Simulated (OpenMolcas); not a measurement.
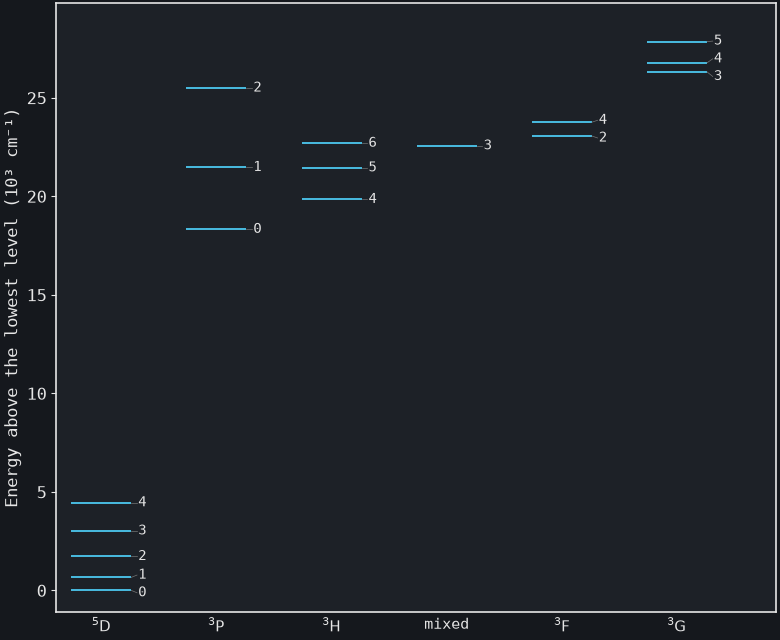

Fig. 1: Level diagram of Rh⁵⁺ (rhodium, Z = 45). The lowest level is 4d⁴ ⁵D₀. The first excited level, 4d⁴ ⁵D₁, lies at 662 cm⁻¹. The ground term spreads over 4,450 cm⁻¹ in the order J = 0, 1, 2, 3, 4, a normal multiplet. All levels drawn have even parity, so no electric dipole line joins them. The leading LS term holds 85 % of a level on average, 96 % of the ground level. Spin-orbit coupling puts the ground level 3,300 cm⁻¹ below the lowest spin-free term.

```tsv
Configuration	Level	E (cm⁻¹)	LS purity (%)
4d⁴	⁵D₀	0	96
4d⁴	⁵D₁	662	98
4d⁴	⁵D₂	1,727	99
4d⁴	⁵D₃	3,019	99
4d⁴	⁵D₄	4,453	98
4d⁴	³P₀	18,330	90
4d⁴	³H₄	19,850	77
4d⁴	³H₅	21,440	89
4d⁴	³P₁	21,470	96
4d⁴	J = 3 (even, mixed)	22,560	55
4d⁴	³H₆	22,700	95
4d⁴	³F₂	23,060	96
4d⁴	³F₄	23,760	62
4d⁴	³P₂	25,500	90
4d⁴	³G₃	26,320	55
4d⁴	³G₄	26,770	67
4d⁴	³G₅	27,850	89
```

**Multiconfigurational calculation, with input and output: Rh⁵⁺**

- system: Rh⁵⁺.
- method: state-averaged SS-CASPT2, IPEA shift 0.25, imaginary shift 0.1 hartree, closed shells 4s 4p correlated, active space 4 electrons in the shells 4d 5d, basis ANO-RCC-VQZP, DKH2 scalar Hamiltonian, spin-orbit coupling by RASSI with atomic mean-field integrals (OpenMolcas)

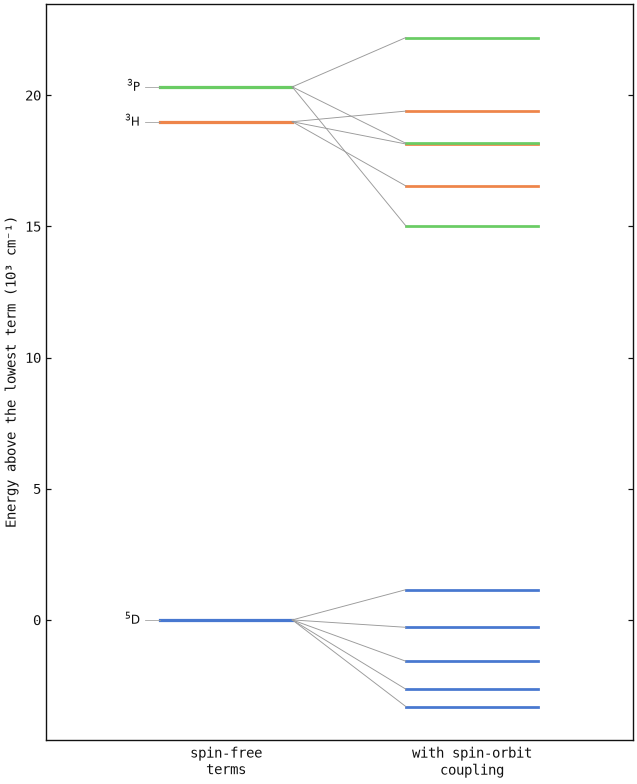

Fig. 2: Terms of Rh⁵⁺ without and with spin-orbit coupling; the J values are left off. ⁵D (at 0) splits over 4,450 cm⁻¹ into J = 0, 1, 2, 3, 4 from the bottom up (normal); ³H (at 19,000 cm⁻¹) splits over 2,850 cm⁻¹ into J = 4, 5, 6 from the bottom up (normal); ³P (at 20,300 cm⁻¹) splits over 7,170 cm⁻¹ into J = 0, 1, 2 from the bottom up (normal). The ground level lies 3,300 cm⁻¹ below the lowest term.

These pictures come from the run below.

## Input file
```
&GATEWAY
Coord
1

Rh 0.0 0.0 0.0
Basis=ANO-RCC-VQZP
Group=XYZ
NoMove
AngMom=0.0 0.0 0.0
AMFI
&SEWARD
&RASSCF
FileOrb=start.orb
Symmetry=1
Spin=5
nActEl=4 0 0
Inactive=9 9
Ras2=5 0
CIRoot=5 5 1
SDav=5
CIMx=300
Iter=120 100
PrWF=0.3
OrbListing=Nothing
MaxOrb=0
Atom
>>> COPY $Project.JobIph JOBPRE
&RASSCF
FileOrb=start.orb
Symmetry=1
Spin=5
nActEl=4 0 0
Inactive=9 9
Ras2=10 0
CIRoot=5 5 1
SDav=210
CIMx=300
Iter=120 100
PrWF=0.3
OrbListing=Nothing
MaxOrb=0
Atom
>>> COPY $Project.JobIph JOB001
&RASSCF
FileOrb=start.orb
Symmetry=1
Spin=3
nActEl=4 0 0
Inactive=9 9
Ras2=10 0
CIRoot=45 45 1
SDav=990
CIMx=300
Iter=120 100
PrWF=0.3
OrbListing=Nothing
MaxOrb=0
Atom
>>> COPY $Project.JobIph JOB002
&RASSCF
FileOrb=start.orb
Symmetry=1
Spin=1
nActEl=4 0 0
Inactive=9 9
Ras2=10 0
CIRoot=49 49 1
SDav=825
CIMx=300
Iter=120 100
PrWF=0.3
OrbListing=Nothing
MaxOrb=0
Atom
>>> COPY $Project.JobIph JOB003
&RASSI
NrOfJobIphs=3 5 45 49
1 2 3 4 5
1 2 3 4 5 6 7 8 9 10 11 12 13 14 15 16 17 18 19 20 21 22 23 24 25 26 27
28 29 30 31 32 33 34 35 36 37 38 39 40 41 42 43 44 45
1 2 3 4 5 6 7 8 9 10 11 12 13 14 15 16 17 18 19 20 21 22 23 24 25 26 27
28 29 30 31 32 33 34 35 36 37 38 39 40 41 42 43 44 45 46 47 48 49
IphNames
JOB001
JOB002
JOB003
EJob
SpinOrbit
DIPRint=1.0
SOCoupling=1000.0
Subsets=2
MEES
Property=10
'ANGMOM' 1 'ANGMOM' 2 'ANGMOM' 3 'MLTPL  1' 1 'MLTPL  1' 2 'MLTPL  1' 3
'AMFI' 1 'AMFI' 2 'AMFI' 3 'MLTPL  2' 6
SOProperty=3
'ANGMOM' 1 'ANGMOM' 2 'ANGMOM' 3
>>> COPY JOB001 $Project.JobIph
&CASPT2
Multistate=5 1 2 3 4 5
Frozen=8 6
IPEA=0.25
Imaginary=0.1
MaxIter=60
WThr=0.0 0.3 0.05
PrWF=0.5
NoMix
>>> COPY JOB002 $Project.JobIph
&CASPT2
Multistate=45 1 2 3 4 5 6 7 8 9 10 11 12 13 14 15 16 17 18 19 20 21 22
23 24 25 26 27 28 29 30 31 32 33 34 35 36 37 38 39 40 41 42 43 44 45
Frozen=8 6
IPEA=0.25
Imaginary=0.1
MaxIter=60
WThr=0.0 0.3 0.05
PrWF=0.5
NoMix
>>> COPY JOB003 $Project.JobIph
&CASPT2
Multistate=49 1 2 3 4 5 6 7 8 9 10 11 12 13 14 15 16 17 18 19 20 21 22
23 24 25 26 27 28 29 30 31 32 33 34 35 36 37 38 39 40 41 42 43 44 45 46
47 48 49
Frozen=8 6
IPEA=0.25
Imaginary=0.1
MaxIter=60
WThr=0.0 0.3 0.05
PrWF=0.5
NoMix
```

The file start.orb holds starting orbitals from an earlier step. A driver script formed the levels outside the program, from RASSI's spin-orbit matrix and the CASPT2 energies (for multi-state variants, the effective Hamiltonian), averaged over the components of each term or state. The log and the time are those of the CASPT2 step.

## Output (extracts)
```
--- CASPT2 ---
Orbital specifications:
      -----------------------

      Symmetry species                           1   2
                                                ag  au
      Frozen orbitals                            8   6
      Inactive orbitals                          1   3
      Active orbitals                           10   0
      Secondary orbitals                        32  44
      Deleted orbitals                           0   0
      Number of basis functions                 51  53
Type of calculation                        MS-CASPT2
      Fock operator                              state-specific
      IPEA shift                                 0.25
      Real shift                                 0.00
      Imaginary shift                            0.10
      The input orbitals will be transformed to quasi-canonical
Reference energy:       -4774.6571461940
      E2 (Non-variational):      -0.3748783555
      Shift correction:          -0.0000839530
      E2 (Variational):          -0.3749623085
      Total energy:           -4775.0321085026
      Residual norm:              0.0000005714
      Reference weight:           0.95117
      Contributions to the CASPT2 correlation energy
      Active & Virtual Only:         -0.0374348651
      One Inactive Excited:          -0.1940342177
      Two Inactive Excited:          -0.1434092727
Reference energy:       -4774.6571461940
      E2 (Non-variational):      -0.3748998892
      Shift correction:          -0.0000839942
      E2 (Variational):          -0.3749838834
      Total energy:           -4775.0321300774
      Residual norm:              0.0000005735
      Reference weight:           0.95116
      Contributions to the CASPT2 correlation energy
      Active & Virtual Only:         -0.0374363908
      One Inactive Excited:          -0.1940551082
      Two Inactive Excited:          -0.1434083903
::    CASPT2 Root  1     Total energy:  -4775.03210850
::    CASPT2 Root  2     Total energy:  -4775.03213008
::    CASPT2 Root  3     Total energy:  -4775.03208820
::    CASPT2 Root  4     Total energy:  -4775.03212529
::    CASPT2 Root  5     Total energy:  -4775.03212444
::    MS-CASPT2 Root  1     Total energy:  -4775.03215183
::    MS-CASPT2 Root  2     Total energy:  -4775.03214014
::    MS-CASPT2 Root  3     Total energy:  -4775.03210424
::    MS-CASPT2 Root  4     Total energy:  -4775.03209748
::    MS-CASPT2 Root  5     Total energy:  -4775.03208281
--- CASPT2 ---
Orbital specifications:
      -----------------------

      Symmetry species                           1   2
                                                ag  au
      Frozen orbitals                            8   6
      Inactive orbitals                          1   3
      Active orbitals                           10   0
      Secondary orbitals                        32  44
      Deleted orbitals                           0   0
      Number of basis functions                 51  53
Type of calculation                        MS-CASPT2
      Fock operator                              state-specific
      IPEA shift                                 0.25
      Real shift                                 0.00
      Imaginary shift                            0.10
      The input orbitals will be transformed to quasi-canonical
Reference energy:       -4774.5608470206
      E2 (Non-variational):      -0.3845852322
      Shift correction:          -0.0000892426
      E2 (Variational):          -0.3846744748
      Total energy:           -4774.9455214954
      Residual norm:              0.0000006925
      Reference weight:           0.94935
      Contributions to the CASPT2 correlation energy
      Active & Virtual Only:         -0.0393842030
      One Inactive Excited:          -0.2060829125
      Two Inactive Excited:          -0.1391181166
Reference energy:       -4774.5608470206
      E2 (Non-variational):      -0.3847853845
      Shift correction:          -0.0000895900
      E2 (Variational):          -0.3848749745
      Total energy:           -4774.9457219951
      Residual norm:              0.0000007218
      Reference weight:           0.94927
      Contributions to the CASPT2 correlation energy
      Active & Virtual Only:         -0.0394208662
      One Inactive Excited:          -0.2061508202
      Two Inactive Excited:          -0.1392136981
::    CASPT2 Root  1     Total energy:  -4774.94552150
::    CASPT2 Root  2     Total energy:  -4774.94572200
::    CASPT2 Root  3     Total energy:  -4774.94554884
::    CASPT2 Root  4     Total energy:  -4774.94552796
::    CASPT2 Root  5     Total energy:  -4774.94562476
::    CASPT2 Root  6     Total energy:  -4774.94558202
::    CASPT2 Root  7     Total energy:  -4774.94559085
::    CASPT2 Root  8     Total energy:  -4774.94560315
::    CASPT2 Root  9     Total energy:  -4774.94557218
::    CASPT2 Root 10     Total energy:  -4774.94555888
::    CASPT2 Root 11     Total energy:  -4774.94554771
::    CASPT2 Root 12     Total energy:  -4774.93953399
::    CASPT2 Root 13     Total energy:  -4774.93953363
::    CASPT2 Root 14     Total energy:  -4774.93953392
::    CASPT2 Root 15     Total energy:  -4774.93638240
::    CASPT2 Root 16     Total energy:  -4774.93650673
::    CASPT2 Root 17     Total energy:  -4774.93643931
::    CASPT2 Root 18     Total energy:  -4774.93682448
::    CASPT2 Root 19     Total energy:  -4774.93671293
::    CASPT2 Root 20     Total energy:  -4774.93651538
::    CASPT2 Root 21     Total energy:  -4774.93681572
::    CASPT2 Root 22     Total energy:  -4774.92788433
::    CASPT2 Root 23     Total energy:  -4774.92796338
::    CASPT2 Root 24     Total energy:  -4774.92794342
::    CASPT2 Root 25     Total energy:  -4774.92794497
::    CASPT2 Root 26     Total energy:  -4774.92800139
::    CASPT2 Root 27     Total energy:  -4774.92814977
::    CASPT2 Root 28     Total energy:  -4774.92789770
::    CASPT2 Root 29     Total energy:  -4774.92789418
::    CASPT2 Root 30     Total energy:  -4774.92807842
--- CASPT2 ---
Orbital specifications:
      -----------------------

      Symmetry species                           1   2
                                                ag  au
      Frozen orbitals                            8   6
      Inactive orbitals                          1   3
      Active orbitals                           10   0
      Secondary orbitals                        32  44
      Deleted orbitals                           0   0
      Number of basis functions                 51  53
Type of calculation                        MS-CASPT2
      Fock operator                              state-specific
      IPEA shift                                 0.25
      Real shift                                 0.00
      Imaginary shift                            0.10
      The input orbitals will be transformed to quasi-canonical
Reference energy:       -4774.5127630491
      E2 (Non-variational):      -0.3887533952
      Shift correction:          -0.0000904020
      E2 (Variational):          -0.3888437973
      Total energy:           -4774.9016068464
      Residual norm:              0.0000007992
      Reference weight:           0.94871
      Contributions to the CASPT2 correlation energy
      Active & Virtual Only:         -0.0396532840
      One Inactive Excited:          -0.2125191193
      Two Inactive Excited:          -0.1365809920
Reference energy:       -4774.5127630491
      E2 (Non-variational):      -0.3889132549
      Shift correction:          -0.0000904559
      E2 (Variational):          -0.3890037108
      Total energy:           -4774.9017667599
      Residual norm:              0.0000007962
      Reference weight:           0.94867
      Contributions to the CASPT2 correlation energy
      Active & Virtual Only:         -0.0396653255
      One Inactive Excited:          -0.2125681679
      Two Inactive Excited:          -0.1366797614
::    CASPT2 Root  1     Total energy:  -4774.90160685
::    CASPT2 Root  2     Total energy:  -4774.90176676
::    CASPT2 Root  3     Total energy:  -4774.90175874
::    CASPT2 Root  4     Total energy:  -4774.90226353
::    CASPT2 Root  5     Total energy:  -4774.90230295
::    CASPT2 Root  6     Total energy:  -4774.90197234
::    CASPT2 Root  7     Total energy:  -4774.90162051
::    CASPT2 Root  8     Total energy:  -4774.90167567
::    CASPT2 Root  9     Total energy:  -4774.90201947
::    CASPT2 Root 10     Total energy:  -4774.90183055
::    CASPT2 Root 11     Total energy:  -4774.90178416
::    CASPT2 Root 12     Total energy:  -4774.90179847
::    CASPT2 Root 13     Total energy:  -4774.90193457
::    CASPT2 Root 14     Total energy:  -4774.89693227
::    CASPT2 Root 15     Total energy:  -4774.89731773
::    CASPT2 Root 16     Total energy:  -4774.89728899
::    CASPT2 Root 17     Total energy:  -4774.89753613
::    CASPT2 Root 18     Total energy:  -4774.89738420
::    CASPT2 Root 19     Total energy:  -4774.89761470
::    CASPT2 Root 20     Total energy:  -4774.89762378
::    CASPT2 Root 21     Total energy:  -4774.89726367
::    CASPT2 Root 22     Total energy:  -4774.89710776
::    CASPT2 Root 23     Total energy:  -4774.88287343
::    CASPT2 Root 24     Total energy:  -4774.86779197
::    CASPT2 Root 25     Total energy:  -4774.86760334
::    CASPT2 Root 26     Total energy:  -4774.86766898
::    CASPT2 Root 27     Total energy:  -4774.86776897
::    CASPT2 Root 28     Total energy:  -4774.86773822
::    CASPT2 Root 29     Total energy:  -4774.84798179
::    CASPT2 Root 30     Total energy:  -4774.84821853
```

## Key numbers

- outcome: converged
- lowest level: 4d⁴ ⁵D₀
- first excited level: 4d⁴ ⁵D₁, 662 cm⁻¹
- energy of the lowest spin-free term: −4775.03212 hartree
- energy of the lowest spin-orbit level: −4775.04715 hartree
- CASPT2 correlation energy: −0.3750 hartree
- largest spread among components of a term: 155.5 cm⁻¹
- lowest reference weight: 0.941
- hardware: 1 CPU thread, shared host
- wall time: 11 min

## Remarks

The components of ³F, which symmetry makes degenerate, are split by 156 cm⁻¹ in CASPT2, and those of 7 more by over 50 cm⁻¹. This is an artefact; the levels of such states rest on averages and are uncertain by about as much. The run is of multi-state type; this report uses its single-state energies. Caveats: extra active shells serve correlation only, their own levels not computed; only configurations of the active space are included; levels of higher terms that fall inside the range are not drawn.
